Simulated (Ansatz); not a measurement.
## Electronic structure of NH₃···H₂Te in real space

```
atom    x (Å)    y (Å)    z (Å)
   N  -0.1084  -0.1082  -1.3513
   H  -0.7392  -0.7930  -1.7493
   H  -0.3795   0.7983  -1.7116
   H   0.8194  -0.3128  -1.7014
  Te  -0.3536  -0.2886   1.7307
   H   0.8761   0.7673   1.4135
   H  -0.1150  -0.0630   3.3693
```

Geometry: PBE0-D4/def2-TZVP; core potentials replace the inner electrons of Te.

These are results of RKS PBE0-D4/def2-TZVPPD (Ansatz), not measurements.

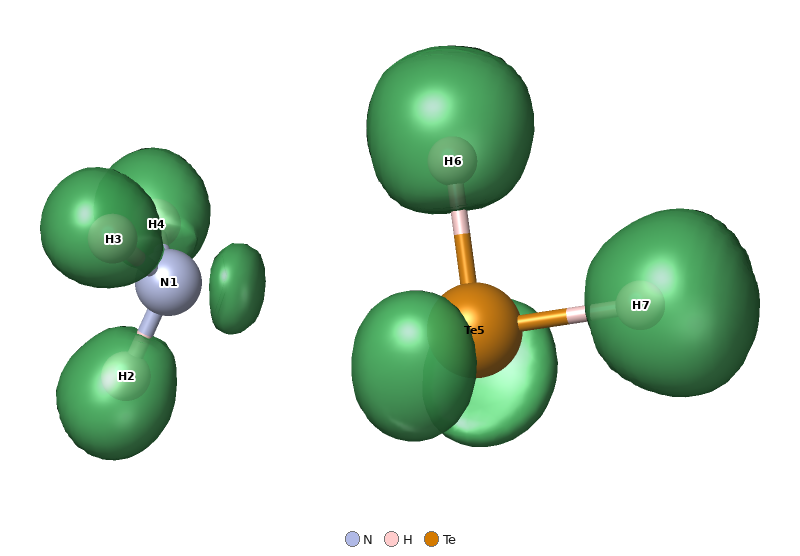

Figure 1. Isosurface of the ELF at 0.9 (green), seen at a tilt. Only the valence region is drawn (cores and ρ < 0.01 e/Å³ removed).

### Describe the localisation domains.

At this value the surface marks out five regions around hydrogen nuclei, one lobe on N, pointing away from the bonds (lone pairs) and two lobes on Te, pointing away from the bonds (lone pairs). Along the contacts the grid gives the following. Te5···N1 (3.10 Å): the ELF dips to about 0.10 between them. N–H (1.01 Å): the ELF climbs to about 1 towards the hydrogen, as it does in any bond to H: a covalent bond by its length.

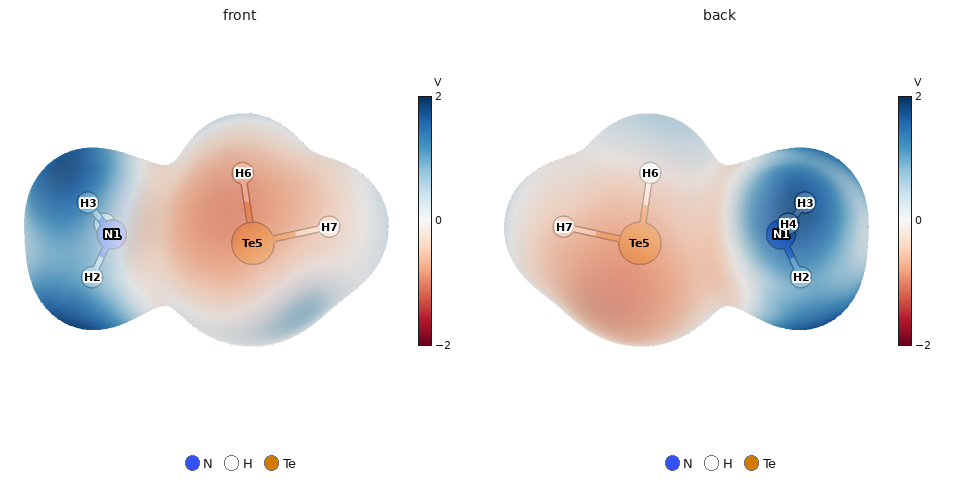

Figure 2. The electrostatic potential painted on the density surface at 0.002 e/bohr³, seen from the front and from behind; red is negative and blue positive.

### Which sites attract a positive test charge, and which a negative one?

A positive charge is drawn to the negative regions and a negative charge to the positive ones. The most negative region (about −1.0 V) lies over Te5, the most positive (about +1.8 V) over H2, H3 and H4.

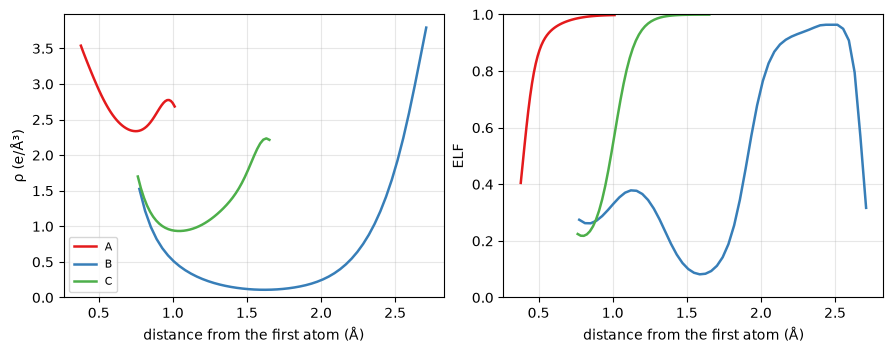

Figure 3. Electron density and electron localisation function along straight lines between neighbouring atoms. The curves leave out the atomic cores.

### Which curve belongs to which contact (N–H, Te–H and Te–N)? The first atom named is at distance zero.

Curve A: N–H (1.01 Å): ρ is about 2.9 e/Å³ halfway; the ELF climbs to about 1 towards the hydrogen; a covalent bond by its length. Curve B: Te5···N1 (3.10 Å): the density falls to about 0.11 e/Å³ on the way; the ELF dips to about 0.10 between them. Curve C: Te–H (1.65 Å): the density is about 1.3 e/Å³ at the midpoint; the ELF climbs to about 1 towards the hydrogen.
